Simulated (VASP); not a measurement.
Band structure of CsCaF₃ (space group Pm-3m). Calculation: r2SCAN meta-GGA, VASP's PBE PAW potentials (set 64) (plane waves; VASP).

Unless said otherwise, spin-orbit coupling is left out, though it shifts the bands of the heavy elements here.

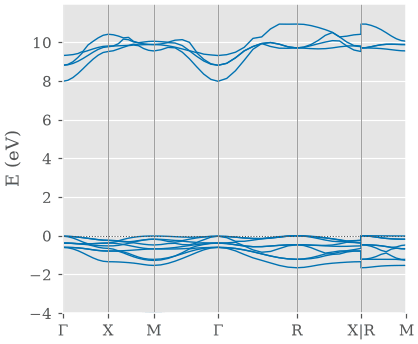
Figure: Bands along high-symmetry lines, zero at the valence-band maximum or, without a gap, the Fermi level

Read the plot: is there a gap, and where are the band edges?

The gap is indirect, 7.99 eV, from the valence maximum at R to the conduction minimum at Γ.

The structure comes from a computed database's CsCaF3 entry (Pm-3m); how it stands against other phases isn't given here. It was relaxed first.
